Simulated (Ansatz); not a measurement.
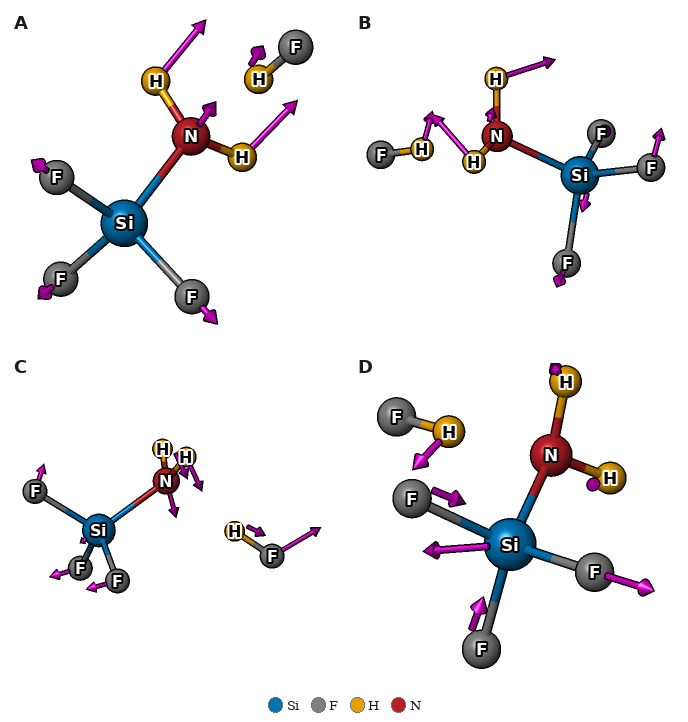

4 normal modes of one molecule or complex, as arrows. Harmonic vibrations computed with RKS PBE0-D4/def2-TZVP (Ansatz 0.2.0) at a stationary point of the same level.

Question: Match the panels to the wavenumbers 45 cm⁻¹, 339 cm⁻¹, 769 cm⁻¹, 996 cm⁻¹.

Answer: A: 769 cm⁻¹
B: 339 cm⁻¹, F–Si–F bending
C: 45 cm⁻¹
D: 996 cm⁻¹, out-of-phase stretching of 3 F–Si bonds
